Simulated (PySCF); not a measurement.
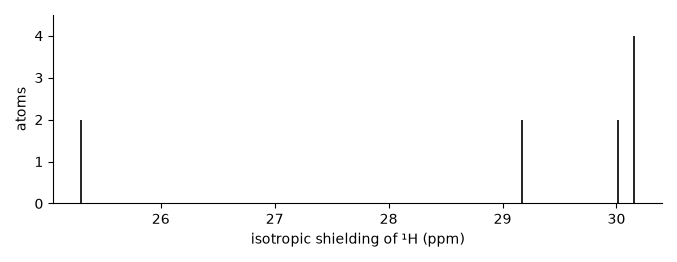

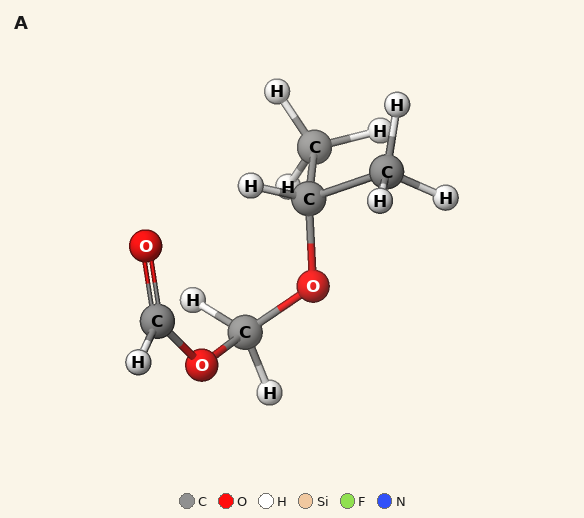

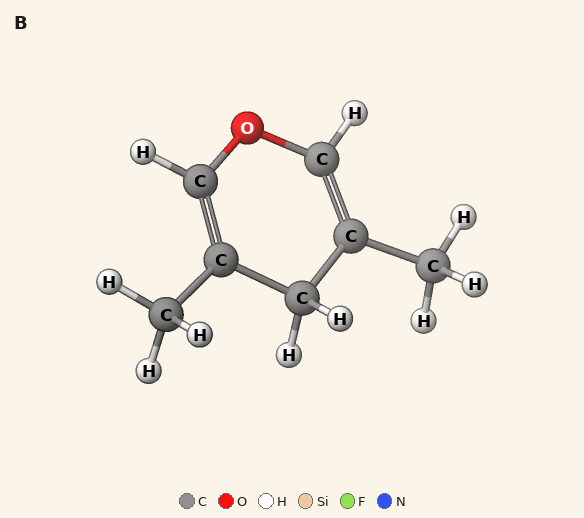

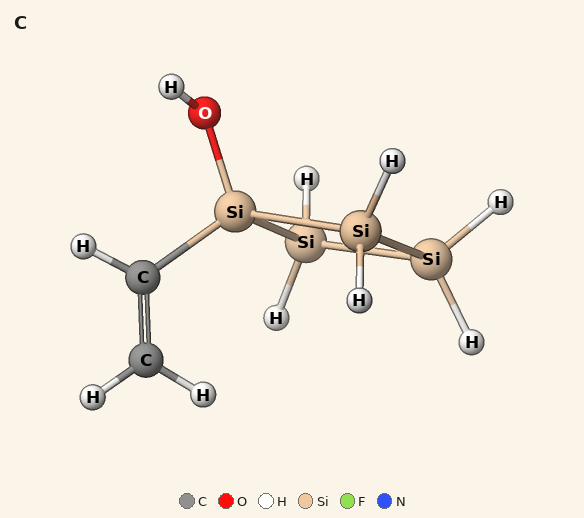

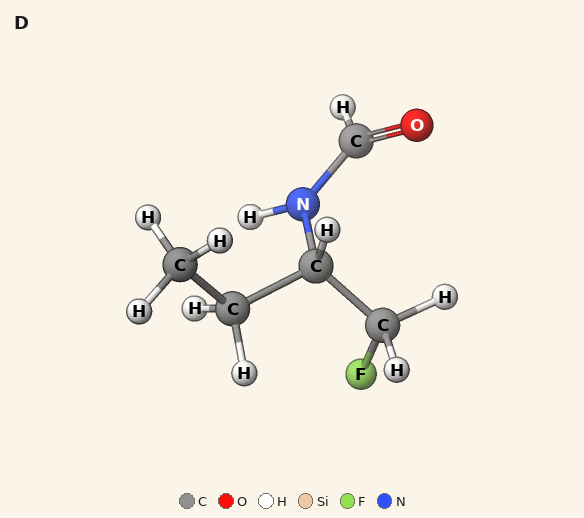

The sticks are computed shieldings of one of the molecules, for one fixed geometry (GFN2-xTB) without averaging over rotations. Low shielding means a high chemical shift. Method: GIAO PBE0/pcSseg-1 NMR shielding, non-relativistic, gas phase (PySCF 2.14.0).

Question: Which molecule gives this pattern?

Answer: B, `CC1=COC=C(C)C1`. Its 10 H atoms give lines at 25.30 (2 atoms), 29.17 (2 atoms), 30.01 (2 atoms), 30.16 (4 atoms) ppm.

The geometry is semi-empirical. Around Si such bond lengths and angles can be off by a tenth of an ångström or more and by several degrees, and values that hang on the shape move with them.
